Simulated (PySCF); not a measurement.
CH9NSi, SMILES `CN.[SiH4]`.

PySCF calculation, B3LYP/def2-SVP, gas phase; geometry: GFN2-xTB. The pair's geometry is semi-empirical, so its contact may be too short or too long. Without diffuse functions Rydberg states are missing, so the states' numbers hold for this basis only.

Input script:

```python
import numpy as np
from pyscf import gto, scf, dft, tdscf
from pyscf.scf import atom_ks, atom_hf
from scipy.linalg import block_diag

def solve(mol, dm0=None, hcore=None):
    mf = (dft.UKS if mol.spin else dft.RKS)(mol, xc='b3lyp')
    mf.grids.level = 3
    mf = mf.density_fit(auxbasis='def2-universal-jkfit')
    mf.conv_tol, mf.max_cycle = 1e-8, 80
    if hcore is not None:
        mf.get_hcore = lambda *args: hcore
    mf.kernel(dm0)
    if not mf.converged:
        mf = mf.newton().run(mf.mo_coeff, mf.mo_occ, max_cycle=30)
    assert mf.converged, 'SCF not converged'
    return mf

mol = gto.M(atom='''
C      2.15758     0.58404     0.00319
N      1.67938    -0.78735    -0.01752
H      1.36668     1.33868     0.11901
H      2.68682     0.78112    -0.92857
H      2.86190     0.69323     0.82745
H      1.02842    -0.91920    -0.78453
H      1.17971    -0.99609     0.84050
Si    -1.87989     0.06126     0.00161
H     -1.78816    -1.39738    -0.00936
H     -1.21968     0.57896     1.19919
H     -3.28002     0.47196     0.00416
H     -1.21837     0.59823    -1.18688
''', basis='def2-svp', charge=0, spin=0, verbose=4)
mf = solve(mol)
td = mf.TDA()
td.nstates, td.singlet, td.conv_tol = 5, True, 1e-5
td.kernel()
td.analyze()
x, y = np.array([p[0] for p in td.xy]), np.array([p[1] + 0 * p[0] for p in td.xy])
f, mu = td.oscillator_strength(), td.transition_dipole()
nto = [td.get_nto(state=i + 1, verbose=4) for i in range(len(td.e))]
# spherically averaged free atoms, for the promolecule
atm = atom_ks.get_atm_nrks(mol, xc='b3lyp')
pro = block_diag(*[(atm[a[0]][2] * atm[a[0]][3]) @ atm[a[0]][2].T for a in mol._atom])
np.savez('result.npz', e=td.e, f=f, ok=td.converged, w=[n[0] for n in nto], nto=[n[1] for n in nto], x=x, y=y, c=mf.mo_coeff, occ=mf.mo_occ, eps=mf.mo_energy, pro=pro, mu=mu)
```

Command:

```sh
OMP_NUM_THREADS=1 python input.py
```

The run took 2.6 min on 1 thread of Arm Neoverse N1, on a shared host, peak memory 0.55 GiB.

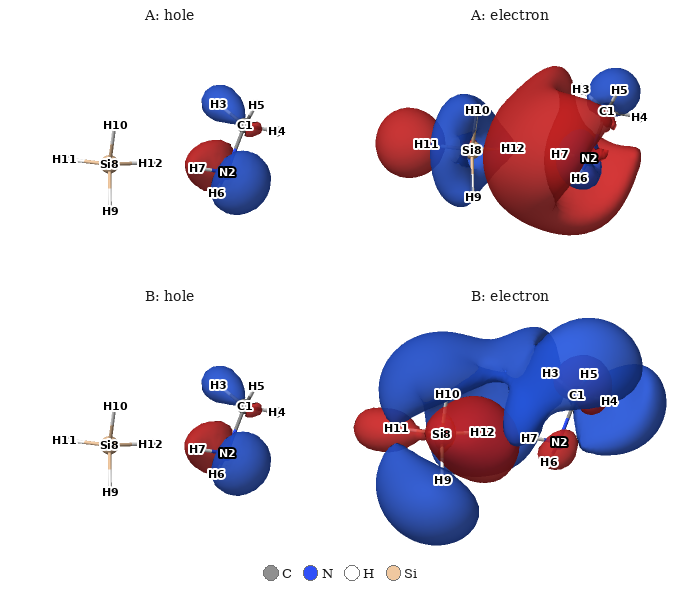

Leading natural transition orbital pairs of 2 excited states (TDA singlet states).

```
state  energy (eV)      f
   S₁         6.15  0.035
   S₄         7.25  0.043
```

> Which pair belongs to which state?

A is S₁ (charge transfer, whose energy this functional puts too low): hole on N2 (68 %) and C1 (10 %), electron on Si8 (22 %) and H6 and H7 (14 % each). B is S₄ (partly diffuse acceptor orbital, which a basis without diffuse functions describes poorly): hole on N2 (68 %) and C1 (10 %), electron on Si8 (36 %) and H9 (12 %).
